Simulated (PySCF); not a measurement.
**C3H6ClGa (SMILES ClC1C[CH]1[GaH2]) at 3 levels**

Aim: a comparison of 3 runs (HF/3-21G, PBE0/def2-SVP, PBE/aug-cc-pVDZ) of C3H6ClGa. 

The calculation is run with PySCF 2.14.0.

**1. Starting point**

C3H6ClGa has 11 atoms, charge 0, and is taken as a singlet. As SMILES, `ClC1C[CH]1[GaH2]`. Geometry: a GFN2-xTB relaxation, a rough one for these elements and not checked as a minimum.

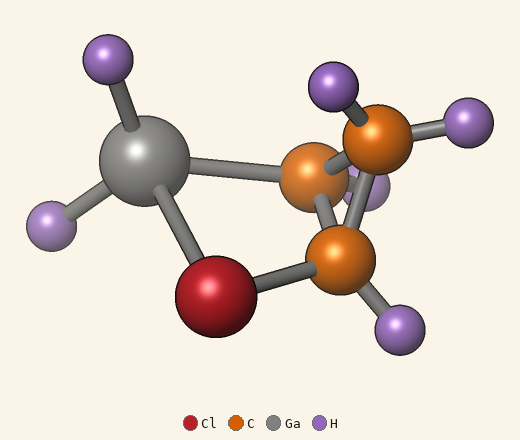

The structure, seen from a chosen angle (chlorine red, carbon orange, gallium grey, hydrogen purple).

**2. Energy and gradient at HF/3-21G (run 1)**

input.py reads:

```python
import pyscf.grad
from pyscf import gto, scf

mol = gto.Mole()
mol.atom = '''
Cl       0.030570       1.929070      -0.184920
C       -0.194900       0.586090       0.950400
C        0.831160      -0.484130       0.880620
C       -0.516850      -0.687210       0.227520
Ga      -0.398300       0.057320      -1.660400
H       -0.633650       0.911890       1.882840
H        1.693550      -0.310260       0.241330
H        1.066230      -1.005800       1.799200
H       -1.189540      -1.366260       0.743400
H        0.972410      -0.088580      -2.395170
H       -1.660680       0.457870      -2.484810
'''
mol.verbose = 4
mol.basis = '3-21g'
mol.charge = 0
mol.max_memory = 1860
mol.build()

myscf = scf.RHF(mol)
myscf.conv_tol = 1e-10
myscf.kernel()
if not myscf.converged:
    myscf = myscf.newton().run(myscf.mo_coeff, myscf.mo_occ)

e_final = myscf.e_tot
print('E(%s) = %.9f' % ('HF', e_final))
grad = myscf.Gradients().kernel()
dip = myscf.dip_moment()
pop, q = myscf.mulliken_pop()
```

On the command line:

```console
$ OMP_NUM_THREADS=1 python input.py
```

The program printed:

```text
PySCF version 2.14.0

[... 67 lines left out ...]
converged SCF energy = -2487.50113913991
[... 12 lines left out ...]
Dipole moment(X, Y, Z, Debye): -0.03025, -0.88837,  2.52848
[... 47 lines left out ...]
pop of  4 Ga 2py          1.99850
pop of  4 Ga 2pz          1.99850
pop of  4 Ga 3px          1.98783
pop of  4 Ga 3py          1.98374
pop of  4 Ga 3pz          1.98634
pop of  4 Ga 4px          0.54438
pop of  4 Ga 4py          0.16145
pop of  4 Ga 4pz          0.38315
pop of  4 Ga 5px          0.14805
pop of  4 Ga 5py          0.01255
pop of  4 Ga 5pz          0.01694
pop of  4 Ga 3dxy         1.99639
pop of  4 Ga 3dyz         1.98614
pop of  4 Ga 3dz^2        1.97895
pop of  4 Ga 3dxz         1.98435
pop of  4 Ga 3dx2-y2      1.98783
pop of  5 H 1s            0.46152
pop of  5 H 2s            0.23912
pop of  6 H 1s            0.46410
pop of  6 H 2s            0.28091
pop of  7 H 1s            0.46640
pop of  7 H 2s            0.28698
pop of  8 H 1s            0.45991
pop of  8 H 2s            0.30056
pop of  9 H 1s            0.40444
pop of  9 H 2s            0.82144
pop of  10 H 1s           0.40313
pop of  10 H 2s           0.81689
 ** Mulliken atomic charges  **
charge of    0Cl =      0.01128
charge of    1C =     -0.52816
charge of    2C =     -0.40507
charge of    3C =     -0.59392
charge of    4Ga =      0.92128
charge of    5H =      0.29936
charge of    6H =      0.25499
charge of    7H =      0.24662
charge of    8H =      0.23953
charge of    9H =     -0.22589
charge of   10H =     -0.22002
```

It took 18 s on 1 thread of Intel Xeon at 2.50GHz (Skylake/Cascade Lake), shared host; peak memory 0.14 GiB.

**3. Energy and gradient at PBE0/def2-SVP (run 2)**

calc.py reads:

```python
# ClC1C[CH]1[GaH2]
import pyscf.grad
from pyscf import gto, dft

system = gto.M(
    atom='''
Cl   0.030570   1.929070  -0.184920
C   -0.194900   0.586090   0.950400
C    0.831160  -0.484130   0.880620
C   -0.516850  -0.687210   0.227520
Ga  -0.398300   0.057320  -1.660400
H   -0.633650   0.911890   1.882840
H    1.693550  -0.310260   0.241330
H    1.066230  -1.005800   1.799200
H   -1.189540  -1.366260   0.743400
H    0.972410  -0.088580  -2.395170
H   -1.660680   0.457870  -2.484810
''',
    basis='def2-svp',
    charge=0,
    max_memory=1860,
    verbose=3,
)

myscf = dft.RKS(system)
myscf.xc = 'pbe0'
myscf.conv_tol = 1e-10
myscf.grids.level = 5
myscf.kernel()
if not myscf.converged:
    myscf = myscf.newton().run(myscf.mo_coeff, myscf.mo_occ)

e_tot = myscf.e_tot
print('Final energy', e_tot)
grad = myscf.Gradients().kernel()
myscf.analyze()
```

On the command line:

```console
$ OMP_NUM_THREADS=1 python calc.py
```

The program printed:

```text
converged SCF energy = -2501.90052151813
[... 10 lines left out ...]
MO #1   energy= -372.847306115649  occ= 2
[... 10 lines left out ...]
MO #12  energy= -7.30643144840977  occ= 2
[... 10 lines left out ...]
MO #23  energy= -0.830684509573311 occ= 2
[... 10 lines left out ...]
MO #34  energy= -0.31723709260259  occ= 2
[... 10 lines left out ...]
MO #45  energy= 0.151816414489806  occ= 0
[... 10 lines left out ...]
MO #56  energy= 0.444129115753569  occ= 0
[... 10 lines left out ...]
MO #67  energy= 0.672419293520071  occ= 0
[... 10 lines left out ...]
MO #78  energy= 0.89483078429221   occ= 0
[... 10 lines left out ...]
MO #89  energy= 1.58280975510296   occ= 0
[... 10 lines left out ...]
MO #100 energy= 1.90074417812184   occ= 0
[... 10 lines left out ...]
MO #111 energy= 2.32832609200995   occ= 0
[... 10 lines left out ...]
MO #122 energy= 3.07507689090711   occ= 0
[... 12 lines left out ...]
Dipole moment(X, Y, Z, Debye):  0.11433, -0.09319,  2.51532
```

Run time: 3.1 min. Hardware: 1 thread of Intel Xeon at 2.50GHz (Skylake/Cascade Lake), shared host; peak memory 1.3 GiB.

**4. Energy and gradient at PBE/aug-cc-pVDZ (run 3)**

run.py reads:

```python
import pyscf.grad
from pyscf import gto, dft

system = gto.Mole()
system.atom = [
    ('Cl', (0.030570, 1.929070, -0.184920)),
    ('C', (-0.194900, 0.586090, 0.950400)),
    ('C', (0.831160, -0.484130, 0.880620)),
    ('C', (-0.516850, -0.687210, 0.227520)),
    ('Ga', (-0.398300, 0.057320, -1.660400)),
    ('H', (-0.633650, 0.911890, 1.882840)),
    ('H', (1.693550, -0.310260, 0.241330)),
    ('H', (1.066230, -1.005800, 1.799200)),
    ('H', (-1.189540, -1.366260, 0.743400)),
    ('H', (0.972410, -0.088580, -2.395170)),
    ('H', (-1.660680, 0.457870, -2.484810)),
]
system.verbose = 3
system.max_memory = 1860
system.basis = 'aug-cc-pvdz'
system.charge = 0
system.build()

mf = dft.RKS(system, xc='pbe')
mf.conv_tol = 1e-10
mf.grids.level = 5
mf.kernel()
if not mf.converged:
    mf = mf.newton().run(mf.mo_coeff, mf.mo_occ)

etot = mf.e_tot
print('E(%s) = %.9f' % ('PBE', etot))
grad = mf.Gradients().kernel()
mf.analyze()
```

On the command line:

```console
$ OMP_NUM_THREADS=1 python run.py
```

The program printed:

```text
converged SCF energy = -2502.25948615904
[... 19 lines left out ...]
MO #10  energy= -9.21899961713639  occ= 2
[... 15 lines left out ...]
MO #26  energy= -0.541041265590148 occ= 2
[... 15 lines left out ...]
MO #42  energy= 0.0144342364024026 occ= 0
[... 15 lines left out ...]
MO #58  energy= 0.102977677164223  occ= 0
[... 15 lines left out ...]
MO #74  energy= 0.232228252672897  occ= 0
[... 15 lines left out ...]
MO #90  energy= 0.378934182283524  occ= 0
[... 15 lines left out ...]
MO #106 energy= 0.546513809581731  occ= 0
[... 15 lines left out ...]
MO #122 energy= 0.740537969090032  occ= 0
[... 15 lines left out ...]
MO #138 energy= 1.09922315984712   occ= 0
[... 15 lines left out ...]
MO #154 energy= 1.58135862507591   occ= 0
[... 15 lines left out ...]
MO #170 energy= 1.96732492293868   occ= 0
[... 15 lines left out ...]
MO #186 energy= 2.87544078705202   occ= 0
[... 12 lines left out ...]
Dipole moment(X, Y, Z, Debye):  0.08142, -0.16151,  2.44397
```

Run time: 8.1 min. Hardware: 1 thread of Intel Xeon at 2.50GHz (Skylake/Cascade Lake), shared host; peak memory 2.7 GiB.

**5. The series**

```csv
run,level,integration grid,energy (Eh),dipole moment (D),HOMO energy (eV),LUMO energy (eV),wall time
1,HF/3-21G,–,-2487.501139,2.68,-10.47,2.60,18 s
2,PBE0/def2-SVP,5,-2501.900522,2.52,-7.53,-0.02,3.1 min
3,PBE/aug-cc-pVDZ,5,-2502.259486,2.45,-6.34,-1.32,8.1 min
```

**6. Summary of results**

```
                       quantity           value
            run 3: total energy  -2502.25949 Eh
           run 3: dipole moment          2.45 D
             run 3: HOMO energy        -6.34 eV
             run 3: LUMO energy        -1.32 eV
           run 3: HOMO–LUMO gap         5.02 eV
run 3: largest force on an atom      1.861 eV/Å
```

In words: The dipole moment (its size) runs from 2.45 D (PBE/aug-cc-pVDZ) to 2.68 D (HF/3-21G). The two ends differ in method and basis. The HOMO–LUMO gap runs from 5.02 eV (PBE/aug-cc-pVDZ) to 13.07 eV (HF/3-21G). Totals of different functionals can't be ranked against each other. All runs together took 11 min, the longest 8.1 min.
